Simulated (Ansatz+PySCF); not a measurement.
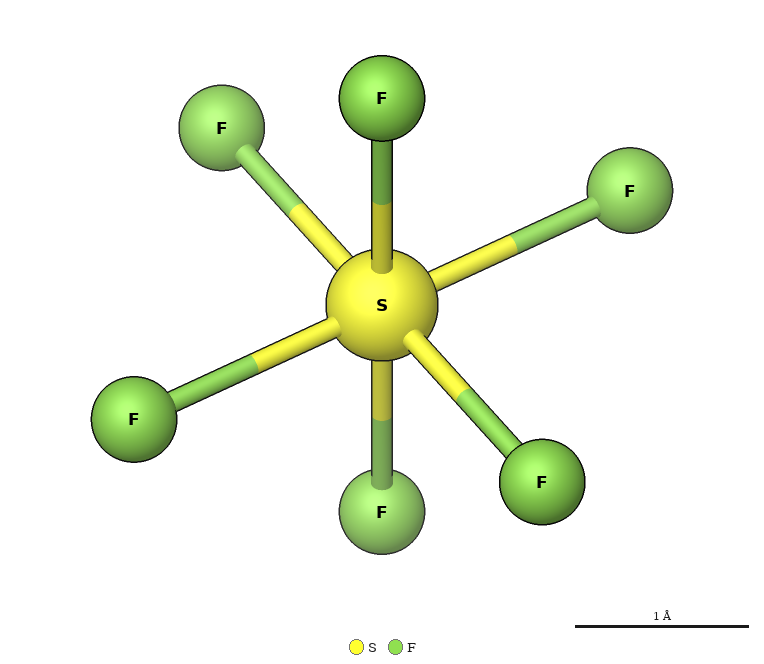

Charge 0, singlet. Geometry: a fixed input geometry, not necessarily a minimum. Basis: def2-SVP. Computed at fixed atoms with Ansatz. R, U and RO name restricted, unrestricted and restricted open-shell orbitals; core potentials come with def2 and Stuttgart sets past Kr, some runs use density fitting (about 1 meV), and each entry rests on the lowest determinant that the runs found.

```xyz
7
charge 0, multiplicity 1
S     0.0000    0.0000    0.0000
F     1.7071    0.0000    0.0000
F    -1.7071    0.0000    0.0000
F     0.0000    1.7071    0.0000
F     0.0000   -1.7071    0.0000
F     0.0000    0.0000    1.7071
F     0.0000    0.0000   -1.7071
```

Give total energies (hartree) and correlation energies for R-MP2 (11 frozen); RHF; U-MP2 (11 frozen); UHF.

```tsv
method	energy (Eh)	correlation (mEh)
RHF	-993.2676	–
UHF	-993.2676	–
U-MP2 (11 frozen)	-994.6063	-1338.8
R-MP2 (11 frozen)	-994.6063	-1338.8
```
